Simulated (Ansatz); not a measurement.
**C2H5GeN (SMILES C1=[N][GeH2][CH2]1) at HF/STO-3G**

What is the energy change on altering one bond length of C2H5GeN at HF/STO-3G? 

The calculation is run with Ansatz 0.2.0.

82 further runs of the same task are left out: 82 set aside as unsound or not needed.

## 1. Starting point

C2H5GeN has 9 atoms, charge 0, and is taken as a singlet. As SMILES, `C1=[N][GeH2][CH2]1`. The shape is that of a PBE0-D4/def2-TZVP optimisation.

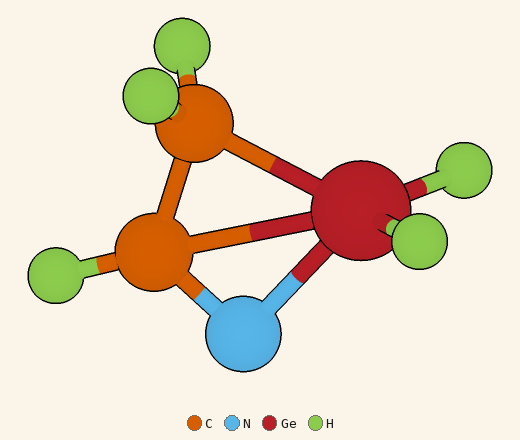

The structure, seen from a chosen angle (carbon orange, nitrogen blue, germanium red, hydrogen green).

## 2. The energy at HF/STO-3G

molecule.yaml reads:

```yaml
crystal:
  periodic: [false, false, false]
  atoms:
    - {symbol: C, position_ang: [-0.186800, -0.549700, -1.075100]}
    - {symbol: N, position_ang: [1.035900, -0.182500, -1.141500]}
    - {symbol: Ge, position_ang: [0.903900, 0.560600, 0.613000]}
    - {symbol: C, position_ang: [-0.885400, -0.197100, 0.218500]}
    - {symbol: H, position_ang: [-0.675600, -1.079500, -1.903400]}
    - {symbol: H, position_ang: [1.056500, 2.089100, 0.684100]}
    - {symbol: H, position_ang: [1.776000, -0.127000, 1.676700]}
    - {symbol: H, position_ang: [-1.720500, 0.497400, 0.107000]}
    - {symbol: H, position_ang: [-1.215600, -1.057700, 0.803700]}
basis:
  gaussian:
    orbitals: STO-3G
output: {orbitals: {seedname: orbitals}}
accuracy: high
hamiltonian:
  xc: hf
```

The run is started by

```console
$ ansatz run molecule.yaml --threads 1 --pin off --max-ram 3480MiB --events-out events.jsonl --progress --plain --runs-dir runs
```

The program printed:

```text
Warning: RAYON_NUM_THREADS=1 ignored (pool sized by the plan → 1); use --threads N
Functional definition: HF
  name "HF"
  exchange = exact_x
  correlation = 0
715 factors; integrals over basis functions are off by at most 3.5e-9 eV
mean field evaluation 1: about -59404.6015 eV, gradient 2.7e1 eV
mean field evaluation 2: about -59404.7315 eV, gradient 2.7e1 eV
mean field evaluation 4: about -59407.2850 eV, gradient 2.3e0 eV
mean field evaluation 8: about -59407.3225 eV, gradient 4.0e-5 eV
mean field -59407.32047693 eV, -2183.1787597991 hartree, gradient 8.6e-8 eV, S^2 0.000000; 0 other end points of the search recorded, 0 dependent functions left out
reference -59407.32047693 eV, -2183.1787597991 hartree; 28, 28 occupied and 10, 10 virtual orbitals, 715 factors
Total energy: -59407.32047693 eV, -2183.1787597991 hartree
```

Wall time 0.34 s (1 thread of AMD EPYC 9R45 (Zen 5), shared host).

## 3. The distorted shape

job.yaml reads:

```yaml
crystal:
  periodic: [false, false, false]
  atoms:
    - {symbol: C, position_ang: [0.057617, -0.284782, -0.660921]}
    - {symbol: "N", position_ang: [1.280317, 0.082418, -0.727321]}
    - {symbol: Ge, position_ang: [1.148317, 0.825518, 1.027179]}
    - {symbol: C, position_ang: [-0.640983, 0.067818, 0.632679]}
    - {symbol: H, position_ang: [-0.675600, -1.079500, -1.903400]}
    - {symbol: H, position_ang: [1.300917, 2.354018, 1.098279]}
    - {symbol: H, position_ang: [2.020417, 0.137918, 2.090879]}
    - {symbol: H, position_ang: [-1.476083, 0.762318, 0.521179]}
    - {symbol: H, position_ang: [-0.971183, -0.792782, 1.217879]}
basis:
  gaussian:
    orbitals: STO-3G
hamiltonian:
  xc: hf
accuracy: high
output:
  orbitals: {seedname: orbitals}
```

The run is started by

```console
$ ansatz run job.yaml --threads 1 --pin off --max-ram 3480MiB --events-out events.jsonl --progress --plain --runs-dir runs
```

The program printed:

```text
Warning: RAYON_NUM_THREADS=1 ignored (pool sized by the plan → 1); use --threads N
[... 4 set-up lines as earlier in the session ...]
714 factors; integrals over basis functions are off by at most 4.2e-9 eV
mean field evaluation 1: about -59401.0268 eV, gradient 2.8e1 eV
mean field evaluation 2: about -59401.1434 eV, gradient 2.8e1 eV
mean field evaluation 4: about -59404.0598 eV, gradient 2.4e0 eV
mean field evaluation 8: about -59404.1068 eV, gradient 1.2e-1 eV
mean field -59404.10686185 eV, -2183.0606616232 hartree, gradient 1.7e-8 eV, S^2 0.000000; 0 other end points of the search recorded, 0 dependent functions left out
reference -59404.10686185 eV, -2183.0606616232 hartree; 28, 28 occupied and 10, 10 virtual orbitals, 714 factors
Total energy: -59404.10686185 eV, -2183.0606616232 hartree
```

It took 0.34 s on 1 thread of AMD EPYC 9R45 (Zen 5), shared host.

## 4. What came out

At HF/STO-3G:

| quantity | value |
| --- | --- |
| first shape: total energy | -2183.17876 Eh |
| first shape: HOMO energy | -7.86 eV |
| first shape: LUMO energy | 8.57 eV |
| first shape: HOMO–LUMO gap | 16.43 eV |
| distorted shape: total energy | -2183.06066 Eh |
| distorted shape: HOMO energy | -7.27 eV |
| distorted shape: LUMO energy | 8.59 eV |
| distorted shape: HOMO–LUMO gap | 15.87 eV |
| energy change with the C1–H5 bond stretched from 1.098 to 1.647 Å | 3.214 eV |

What this shows: With the C1–H5 bond stretched from 1.098 to 1.647 Å the energy rises by 3.21 eV (310 kJ/mol). The first shape isn't relaxed at this level, so the change isn't measured from a minimum. The minimal basis adds a large error of its own.
